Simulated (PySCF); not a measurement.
**C₄H₁₂OSi₂ (SMILES CO[C@H]1[SiH2][C@H](C)[SiH2]1): density, localisation and related maps**

Input

```
{"job": {"kind": "nmr", "xc": "PBE0", "basis": "pcSseg-1"}, "charge": 0, "multiplicity": 1}
C      3.083490    -0.239652     0.585416
O      2.022379     0.659405     0.449964
C      0.756396     0.086940     0.783151
Si    -0.639058     1.406566     0.580939
C     -1.336828     0.316926    -0.851728
C     -2.794243    -0.119986    -0.745940
Si    -0.001112    -1.047838    -0.592351
H      3.988931     0.287907     0.288191
H      2.943620    -1.122158    -0.053450
H      3.184535    -0.580407     1.625425
H      0.831469    -0.368365     1.780904
H     -1.535684     1.489445     1.738308
H     -0.154383     2.730968     0.208003
H     -1.210568     0.811339    -1.818324
H     -2.979680    -0.618414     0.202828
H     -3.461756     0.738074    -0.811942
H     -3.052014    -0.812599    -1.546424
H      0.863410    -1.287941    -1.748376
H     -0.518706    -2.320957    -0.082054
```

Launched as:

```sh
OMP_NUM_THREADS=1 python probes_run.py task.json out
```

Geometry: GFN2-xTB.

The calculation used PySCF, PBE0/pcSseg-1, SCF density, gas phase, non-relativistic.

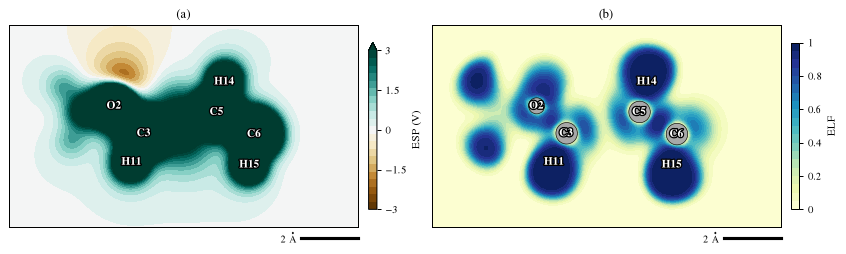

Figure 1. (a) electrostatic potential; (b) electron localisation function on the plane of atoms C6, C5 and H14. Grey discs cover the atomic cores in the ELF map.

> Describe what can be read from this map.

Atoms in the plane: O, C and H. C–C (1.53 Å): the ELF peaks at about 0.95 between the atoms (localised, covalent bonding). C–H (1.09 Å): the ELF climbs to about 1 towards the hydrogen, as it does in any bond to H; an ordinary covalent bond to hydrogen. The ELF also peaks beside O2, away from the bonds: lone-pair regions. Outside the dense part of the molecule the potential is most negative (−1.9 V) near O2.

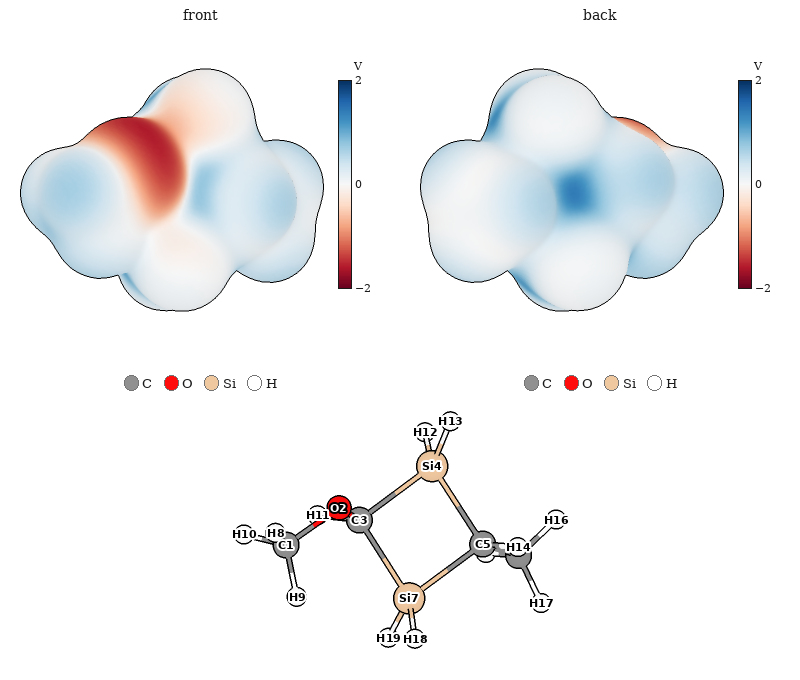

Figure 2. The molecular electrostatic potential painted on the density surface at 0.002 e/bohr³, seen from the front and from behind; red is negative and blue positive. The bare structure is drawn below in the same view.

> Which sites attract a positive test charge, and which a negative one?

A positive charge is drawn to the negative regions and a negative charge to the positive ones. The most negative region (about −1.5 V, or −35 kcal/mol for a unit charge) lies over O2, the most positive (about +1.2 V, or +28 kcal/mol for a unit charge) over Si4 and Si7. O2 is the likeliest acceptor of a hydrogen bond.

> How polar is the molecule by this calculation?

Its dipole moment is 0.88 D.
